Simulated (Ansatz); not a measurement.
## Electronic structure of CH3AlClFSi (SMILES F[Si]1(Cl)[CH2][AlH]1) in real space

```xyz
8

F     0.4004   -1.0694    2.2064
Si    0.4347   -0.8116    0.6309
Cl    2.2706   -1.4677   -0.0301
C     0.0742    0.9033    0.0019
Al   -1.0818   -0.3073   -1.0534
H    -0.7020    1.3151    0.6780
H     0.8000    1.6820   -0.2290
H    -2.1038   -0.3015   -2.2604
```

Geometry: PBE0-D4/def2-TZVP.

Computed with Ansatz 0.2.0, RKS PBE0-D4/def2-TZVPP.

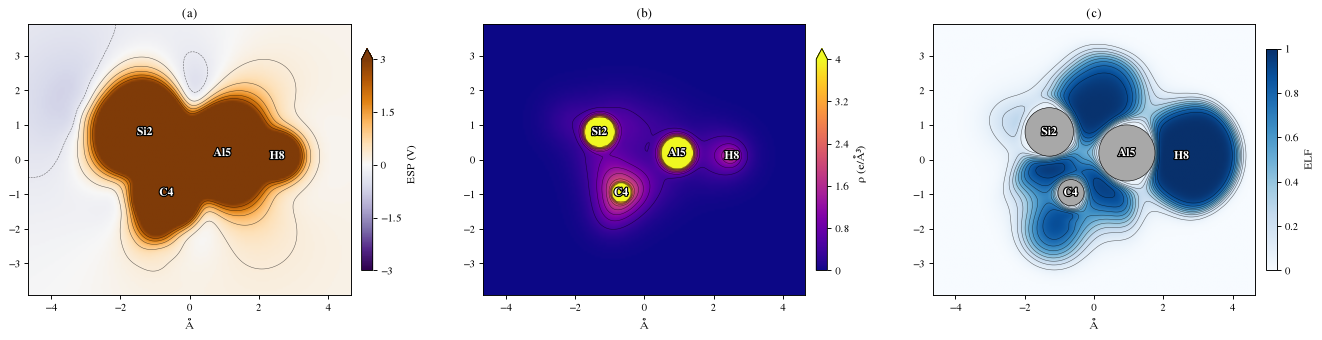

Figure 1. (a) electrostatic potential; (b) total electron density; (c) ELF on the plane of atoms Si2, Al5 and C4. Grey discs cover the atomic cores in the ELF map.

Q: Read the bonding off the picture.

A: Atoms in the plane: Si, C, Al and H. C–Si (1.86 Å): ρ at the midpoint is about 0.97 e/Å³; the ELF peaks at about 0.90 between the atoms (localised, covalent bonding). C–Al (1.98 Å): ρ is about 0.65 e/Å³ halfway; the ELF peaks at about 0.90 between the atoms, as expected for a polar covalent bond. Al–Si (2.32 Å): ρ at the midpoint is about 0.45 e/Å³; the ELF peaks at about 0.70 between the atoms. Al–H (1.58 Å): ρ at the midpoint is about 0.56 e/Å³; the ELF climbs to about 1 towards the hydrogen. Outside the dense part of the molecule the potential is most negative (−0.7 V) near F1, which lies off the plane.

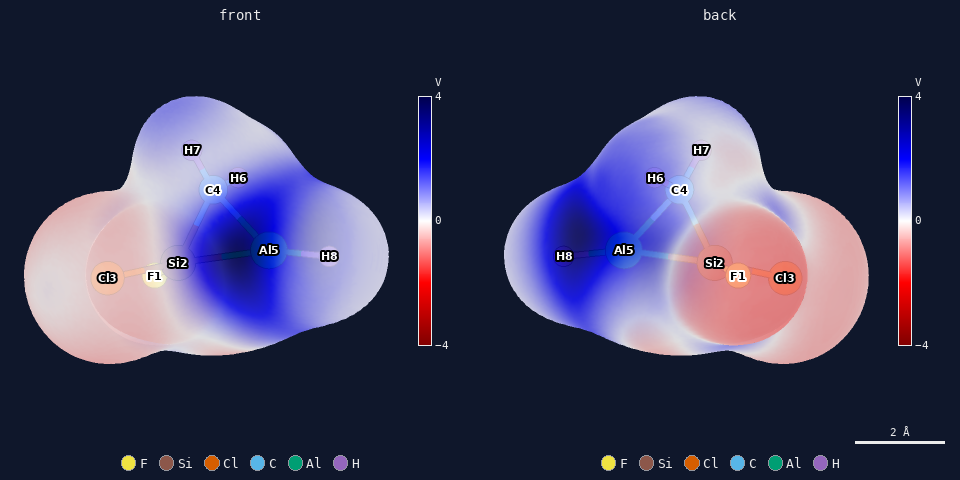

Figure 2. The electrostatic potential painted on the density surface at 0.002 e/bohr³, seen from the front and from behind; the colour scale runs from red (negative) to blue (positive).

Q: Which sites attract a positive test charge, and which a negative one?

A: A positive charge is drawn to the negative regions and a negative charge to the positive ones. The most negative region (about −1.0 V, or −23 kcal/mol for a unit charge) lies over F1, the most positive (about +3.7 V, or +85 kcal/mol for a unit charge) over Al5.

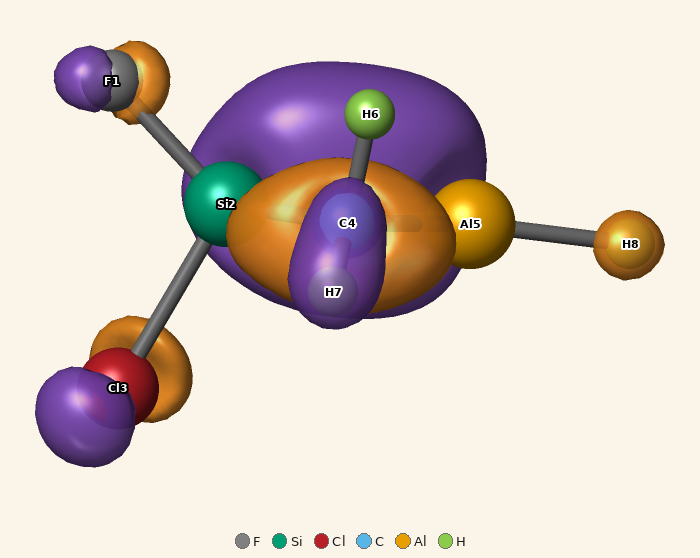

Figure 3. The HOMO at ±0.15 Å⁻³ᐟ² (orange and purple are the two phases), seen from one side.

Q: Describe this orbital and give its energy.

A: It lies mainly on Si2 (about 35 %), Al5 (about 30 %), C4 (about 15 %) and Cl3 (about 10 %). Its energy is −6.52 eV.
